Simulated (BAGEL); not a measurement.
# As2 (SMILES [As]#[As]): levels of theory compared

Aim: a comparison of 3 runs (B3LYP/def2-SVP, CASPT2(10,8)/def2-SVP, RI-MP2/def2-SVP) of As2. 

The calculation is run with BAGEL 1.2.2.

## 1. The structure to begin with

As2: 2 atoms, total charge 0, spin state singlet. As SMILES, `[As]#[As]`. The As1–As2 distance was set to 1.776 Å, away from the relaxed value.

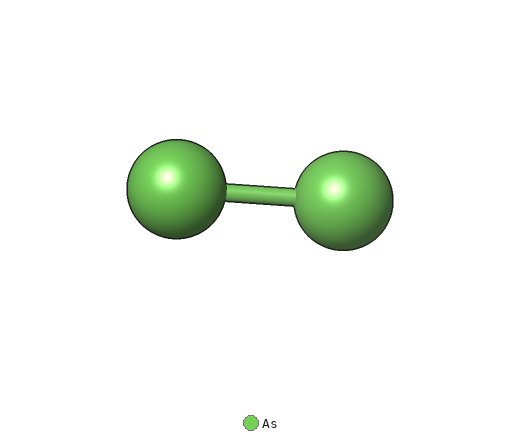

The structure, seen from a chosen angle (arsenic green).

## 2. The energy at B3LYP/def2-SVP (density fitting with svp-jkfit) (run 1)

Input file input.json:

```json
{ "bagel": [

{
  "title": "molecule",
  "basis": "svp",
  "df_basis": "svp-jkfit",
  "angstrom": false,
  "geometry": [
    { "atom": "As", "xyz": [  0.00000000,  0.00000000,  0.59675661 ] },
    { "atom": "As", "xyz": [  0.00000000,  0.00000000,  3.95234329 ] }
  ]
},
{
  "title": "ks",
  "xc_func": "b3lyp"
},
{
  "title": "print",
  "file": "orbitals.molden",
  "orbitals": true
}

]}
```

The run is started by

```sh
$ BAGEL_NUM_THREADS=1 BAGEL input.json > input.out
```

What it wrote:

```text
* using 1 threads per process

  ===============================================================
  ===============================================================

  *** Geometry ***

  { "atom" : "As", "xyz" : [      0.000000,      0.000000,      0.596757 ] },
  { "atom" : "As", "xyz" : [      0.000000,      0.000000,      3.952343 ] },

  Number of auxiliary basis functions:      532

  Since a DF basis is specified, we compute 2- and 3-index integrals:
    o Being stored without compression. Storage requirement is 0.017 GB

  Number of basis functions:       64
  Number of electrons      :       66

    * METHOD: MOLECULE                             0.21

  *** Kohn-Sham DFT ***

    * Removing 2118 points whose weight is below 1.00e-10
    * Grid points: 27694

  === Nuclear Repulsion ===
   324.5334136325

       - DIIS with orbital gradients will be used.

  === KS iteration (b3lyp / svp) ===
      0      -4425.87400234          0.21684588           0.15
      1      -4336.91292097          0.55702370           0.14
      2      -4443.75250632          0.22500728           0.13
      3      -4470.48670659          0.04580371           0.13
      4      -4471.12904752          0.01534761           0.14
      5      -4471.18810378          0.00551538           0.14
      6      -4471.19733567          0.00156134           0.13
      7      -4471.19780515          0.00016709           0.13
      8      -4471.19782578          0.00000380           0.13
      9      -4471.19782578          0.00000083           0.13
     10      -4471.19782578          0.00000003           0.13
     11      -4471.19782578          0.00000001           0.14
     12      -4471.19782578          0.00000001           0.12
     13      -4471.19782578          0.00000000           0.13
    * SCF iteration converged.

    * Permanent dipole moment:
           (   -0.000000,     0.000000,     0.000000) a.u.

    * METHOD: KS                                   1.94

    * METHOD: PRINT                                0.01

  ===============================================================
```

Wall time 2.3 s (1 thread of Arm Neoverse V2, shared host); peak memory 0.15 GiB.

## 3. A single-point energy at CASPT2(10,8)/def2-SVP (density fitting with svp-jkfit) (run 2)

Input file input.json:

```json
{ "bagel": [

{
  "title": "molecule",
  "basis": "svp",
  "df_basis": "svp-jkfit",
  "angstrom": "false",
  "geometry": [
    { "atom": "As", "xyz": [  0.00000000,  0.00000000,  0.59675661 ] },
    { "atom": "As", "xyz": [  0.00000000,  0.00000000,  3.95234329 ] }
  ]
},
{ "title": "hf" },
{ "title": "casscf", "nstate": 1, "nact": 8, "nclosed": 28, "maxiter": 200, "natocc": "true" },
{ "title": "print", "file": "orbitals.molden", "orbitals": "true" },
{ "title": "smith", "method": "caspt2", "ms": "true", "xms": "true", "sssr": "true", "shift": 0.2, "shift_imag": "true", "ncore": 18 }

]}
```

The run is started by

```sh
$ BAGEL_NUM_THREADS=1 BAGEL input.json > input.out
```

What it wrote:

```text
* using 1 threads per process

  ===============================================================
  ===============================================================

  *** Geometry ***

  { "atom" : "As", "xyz" : [      0.000000,      0.000000,      0.596757 ] },
  { "atom" : "As", "xyz" : [      0.000000,      0.000000,      3.952343 ] },

  Number of auxiliary basis functions:      532

  Since a DF basis is specified, we compute 2- and 3-index integrals:
    o Being stored without compression. Storage requirement is 0.017 GB

  Number of basis functions:       64
  Number of electrons      :       66

    * METHOD: MOLECULE                             0.21

  *** RHF ***

  === Nuclear Repulsion ===
   324.5334136325

      * DIIS with orbital gradients will be used.

[... 6 lines left out ...]
    * SCF iteration converged.
[... 1 line left out ...]
    * Permanent dipole moment:
[... 22 lines left out ...]
    * Second-order optimization converged. *
[... 11 lines left out ...]
     * ci vector, state   0, <S^2> = 0.0000
[... 21 lines left out ...]
    * Zeroth order energy : state  0       -5.1818934012

    * CASPT2 iteration is performed using orthogonal basis

      -------------------------------------------  CASPT2 iteration  ---------------------------------------------------
       #      aibj      arbs      arbi      airj      risj      airs      arst      rist         Etot      error   time
      ------------------------------------------------------------------------------------------------------------------

       0  -0.21894  -0.07201  -0.01709  -0.00642  -0.00038  -0.00790  -0.05467  -0.00064   -0.3780352  0.0021520   0.11
       1  -0.21897  -0.07215  -0.01711  -0.00644  -0.00038  -0.00794  -0.05538  -0.00064   -0.3790174  0.0002322   0.10
       2  -0.21897  -0.07214  -0.01711  -0.00644  -0.00038  -0.00794  -0.05540  -0.00064   -0.3790317  0.0000218   0.10
       3  -0.21897  -0.07214  -0.01711  -0.00644  -0.00038  -0.00794  -0.05540  -0.00064   -0.3790318  0.0000028   0.10
       4  -0.21897  -0.07214  -0.01711  -0.00644  -0.00038  -0.00794  -0.05540  -0.00064   -0.3790318  0.0000003   0.10

      ------------------------------------------------------------------------------------------------------------------

    * CASPT2 energy : state  0    -4468.2166252179
        w/o shift correction      -4468.2149920897
        reference weight              0.9121267588

    * METHOD: SMITH                                1.49

  ===============================================================
```

Run time: 17 s. Hardware: 1 thread of Arm Neoverse V2, shared host; peak memory 0.23 GiB.

## 4. A single-point energy at RI-MP2/def2-SVP (density fitting with svp-jkfit) (run 3)

Input file input.json:

```json
{ "bagel": [

{
  "title": "molecule",
  "basis": "svp",
  "df_basis": "svp-jkfit",
  "angstrom": false,
  "geometry": [
    { "atom": "As", "xyz": [  0.00000000,  0.00000000,  0.59675661 ] },
    { "atom": "As", "xyz": [  0.00000000,  0.00000000,  3.95234329 ] }
  ]
},
{ "title": "hf" },
{ "title": "mp2", "ncore": 18 }

]}
```

The run is started by

```sh
$ BAGEL_NUM_THREADS=1 BAGEL input.json > input.out
```

What it wrote:

```text
* using 1 threads per process

  ===============================================================
  ===============================================================

  *** Geometry ***

  { "atom" : "As", "xyz" : [      0.000000,      0.000000,      0.596757 ] },
  { "atom" : "As", "xyz" : [      0.000000,      0.000000,      3.952343 ] },

  Number of auxiliary basis functions:      532

  Since a DF basis is specified, we compute 2- and 3-index integrals:
    o Being stored without compression. Storage requirement is 0.017 GB

  Number of basis functions:       64
  Number of electrons      :       66

    * METHOD: MOLECULE                             0.21

  *** RHF ***

  === Nuclear Repulsion ===
   324.5334136325

      * DIIS with orbital gradients will be used.

  === RHF iteration (svp) ===
      0      -4467.76121455          0.00287540           0.08
      1      -4467.76856180          0.00081926           0.07
      2      -4467.76924282          0.00013085           0.07
      3      -4467.76924997          0.00004036           0.07
      4      -4467.76925027          0.00000397           0.07
      5      -4467.76925028          0.00000061           0.07
      6      -4467.76925028          0.00000008           0.07
      7      -4467.76925028          0.00000001           0.07
    * SCF iteration converged.

    * Permanent dipole moment:
           (   -0.000000,     0.000000,    -0.000000) a.u.

    * METHOD: HF                                   0.73

  *** RHF ***

  === Nuclear Repulsion ===
   324.5334136325

      * DIIS with orbital gradients will be used.

  === RHF iteration (svp) ===
      0      -4467.76925028          0.00000000           0.07
    * SCF iteration converged.

    * Permanent dipole moment:
           (   -0.000000,     0.000000,    -0.000000) a.u.

  === DF-MP2 calculation ===

    * freezing 18 orbitals
    * 3-index integral transformation done
    * assembly done

      MP2 correlation energy:   -0.4382995931      0.02

      MP2 total energy:       -4468.2075498743

    * METHOD: MP2                                  0.16

  ===============================================================
```

It took 1.3 s on 1 thread of Arm Neoverse V2, shared host; peak memory 0.11 GiB.

## 5. Overview of the runs

```csv
run,level,iteration cap,active rule,energy (Eh),wall time
1,B3LYP/def2-SVP (density fitting with svp-jkfit),–,–,-4471.197826,2.3 s
2,"CASPT2(10,8)/def2-SVP (density fitting with svp-jkfit)",200,valence,-4468.216625,17 s
3,RI-MP2/def2-SVP (density fitting with svp-jkfit),–,–,-4468.207550,1.3 s
```

## 6. Summary of results

```
                                                            quantity           value
                                run 3, RI-MP2/def2-SVP: total energy  -4468.20755 Eh
run 3, RI-MP2/def2-SVP: correlation energy (18 core orbitals frozen)      -438.3 mEh
```

All runs together took 21 s, the longest 17 s.
